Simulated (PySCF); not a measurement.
# C4H9BN (SMILES CN[B]C1CC1) (doublet): what the fields show

```xyz
15

C     2.1904    0.5258   -0.1331
N     1.5565   -0.1138    1.0168
B     0.2918   -0.6411    1.0914
C    -0.7172   -0.6893   -0.0988
C    -1.4956    0.5354   -0.5300
C    -2.2148   -0.6287    0.0691
H     3.0808   -0.0294   -0.4408
H     2.4867    1.5494    0.1101
H     1.4851    0.5503   -0.9591
H     2.1882   -0.1282    1.8067
H    -0.3992   -1.3314   -0.9201
H    -1.6153    0.7283   -1.5871
H    -1.3958    1.4331    0.0626
H    -2.6115   -0.5190    1.0678
H    -2.8344   -1.2334   -0.5774
```

Geometry: GFN2-xTB.

These are results of UKS B3LYP, pcH-1 on B C H N, non-relativistic, mean-field spin-orbit, GIAO (PySCF 2.14.0, density-fitted response routines), not measurements.

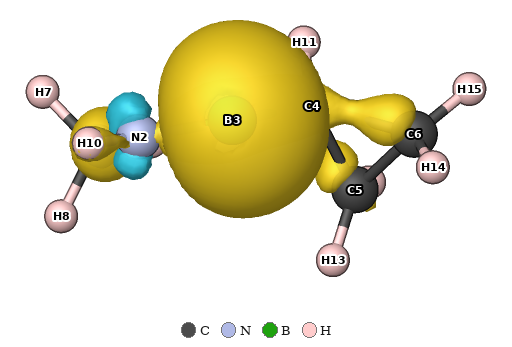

Figure 1. Isosurfaces of the spin density (α minus β) at +0.02 (yellow) and −0.02 e/Å³ (cyan), seen from one side.

> Describe the spin distribution.

The unpaired spin (1 electron) lies mostly on B3 (about 0.8), in electrons by Hirshfeld's partition.

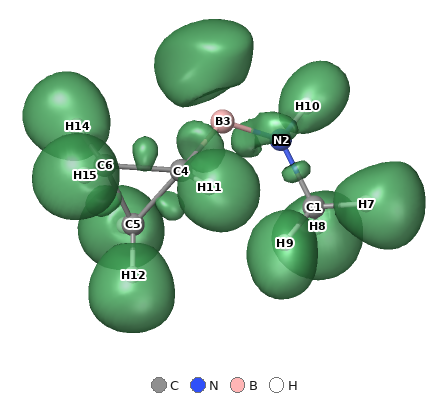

Figure 2. Isosurface of the electron localisation function at 0.85 (green), seen at an oblique angle. Only the valence region is drawn (cores and ρ < 0.01 e/Å³ removed).

> Describe the localisation domains.

The surface consists of one region between bonded B–C atoms (shared pairs), one region between bonded B–N atoms (shared pairs), three regions between bonded C–C atoms (shared pairs), one region between bonded C–N atoms (shared pairs), nine regions around hydrogen nuclei and one lobe on B, pointing away from the bonds (non-bonding electrons).


B–N (1.37 Å): the ELF peaks at about 0.90 between the atoms (a short, strongly polar bond). C–N (1.46 Å): the ELF peaks at about 0.95 between the atoms: a shared electron pair.

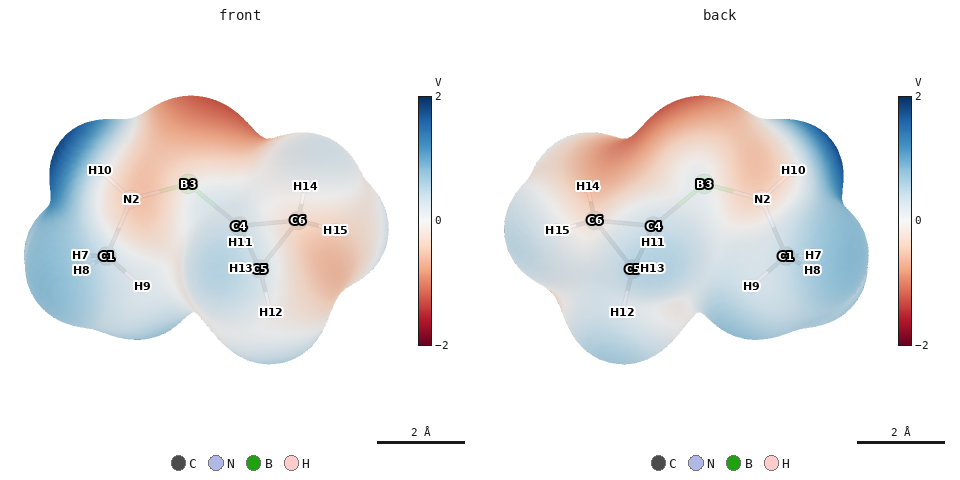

Figure 3. The molecular electrostatic potential painted on the density surface at 0.002 e/bohr³, seen from the front and from behind; red is negative and blue positive.

> Which sites attract a positive test charge, and which a negative one?

A positive charge is drawn to the negative regions and a negative charge to the positive ones. The most negative region (about −1.2 V, or −28 kcal/mol for a unit charge) lies over C4, the most positive (about +1.7 V, or +39 kcal/mol for a unit charge) over H10.

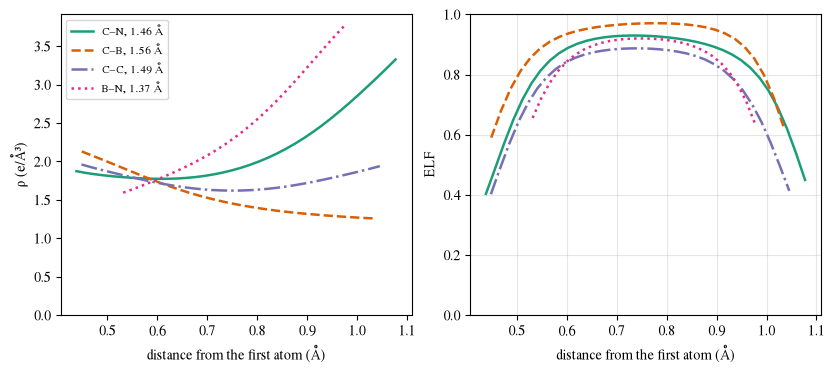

Figure 4. Electron density and electron localisation function along straight lines between neighbouring atoms. The curves leave out the atomic cores.

> What kind of bonding do the profiles show?

C–N (1.46 Å): ρ is about 1.9 e/Å³ halfway; the ELF peaks at about 0.95 between the atoms (a covalent bond).
C–B (1.56 Å): ρ at the midpoint is about 1.4 e/Å³; the ELF peaks at about 1 between the atoms; a covalent bond.
C–C (1.49 Å): ρ is about 1.6 e/Å³ halfway; the ELF peaks at about 0.90 between the atoms; a covalent bond.
B–N (1.37 Å): the density is about 2 e/Å³ at the midpoint; the ELF peaks at about 0.90 between the atoms (a short, strongly polar bond).
